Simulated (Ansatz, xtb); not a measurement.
## Ligand exchange: C2H3Cl2F + SiHCl3 → CCl3F + SiH(CH3)Cl2

Species: C2H3Cl2F (1,1-dichloro-1-fluoroethane) `CC(F)(Cl)Cl`, singlet; SiHCl3 (trichlorosilane) `Cl[SiH](Cl)Cl`, singlet; CCl3F (trichlorofluoromethane) `FC(Cl)(Cl)Cl`, singlet; SiH(CH3)Cl2 (methyldichlorosilane), singlet. The partners trade CH3 for Cl: C–CH3 and Si–Cl bonds give way to C–Cl and Si–CH3.

Shapes, held fixed at every level: PBE0-D4/def2-TZVP. Programs: Ansatz 0.2.0, xtb 6.7.1, xtb 6.7.1 later snapshot. The zero-point and thermal change to 298 K, harmonic and unscaled (PBE0-D4/def2-TZVP), is -6.1 kJ/mol.

```json
{"level": "GFN0-xTB", "kind": "semi-empirical", "ΔH(298 K) (kJ/mol)": "+130.0", "less CCSD(T)/CBS estimate": "-16.5", "CPU time (sum over the molecules)": "0.17 s"}
{"level": "r2SCAN-D4/def2-TZVPP", "kind": "meta-GGA", "ΔH(298 K) (kJ/mol)": "+142.6", "less CCSD(T)/CBS estimate": "-3.9", "CPU time (sum over the molecules)": "50 s"}
{"level": "wB97X-V/def2-TZVPP", "kind": "range-separated hybrid", "ΔH(298 K) (kJ/mol)": "+143.6", "less CCSD(T)/CBS estimate": "-2.9", "CPU time (sum over the molecules)": "75 s"}
{"level": "B2PLYP/def2-TZVPP", "kind": "double hybrid", "ΔH(298 K) (kJ/mol)": "+144.9", "less CCSD(T)/CBS estimate": "-1.6", "CPU time (sum over the molecules)": "49 s"}
{"level": "MP2/def2-TZVPP", "kind": "perturbation theory", "ΔH(298 K) (kJ/mol)": "+148.5", "less CCSD(T)/CBS estimate": "+2.0", "CPU time (sum over the molecules)": "–"}
{"level": "CCSD/def2-SVP", "kind": "coupled cluster or CI", "ΔH(298 K) (kJ/mol)": "+153.4", "less CCSD(T)/CBS estimate": "+6.9", "CPU time (sum over the molecules)": "–"}
{"level": "CCSD(T)/def2-TZVPP", "kind": "coupled cluster or CI", "ΔH(298 K) (kJ/mol)": "+146.1", "less CCSD(T)/CBS estimate": "-0.4", "CPU time (sum over the molecules)": "6.6 min"}
{"level": "CCSD(T)/CBS estimate", "kind": "coupled cluster or CI", "ΔH(298 K) (kJ/mol)": "+146.5", "less CCSD(T)/CBS estimate": "0.0", "CPU time (sum over the molecules)": "8.7 min"}
```

The highest level, CCSD(T)/CBS estimate, gives ΔH(298 K) = +146.5 kJ/mol; the levels span +130.0 to +153.4. The column of differences is taken from that level and isn't an error. No measured value is set beside it here. The CBS estimate extrapolates MP2 from def2-TZVPP and def2-QZVPP and adds CCSD(T) − MP2 in the triple-zeta set, cores frozen. Times are processor times on shared x86 and Arm servers, and rough.

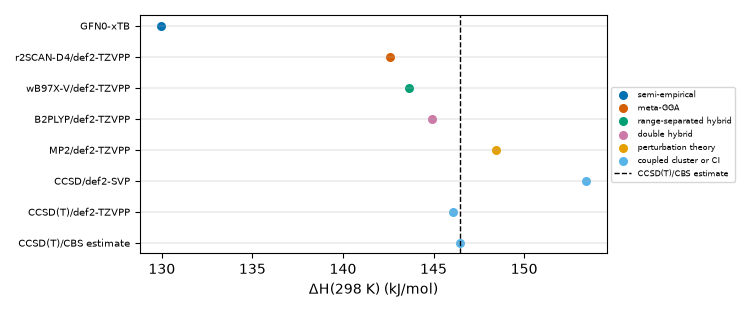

The values of the table, level by level.
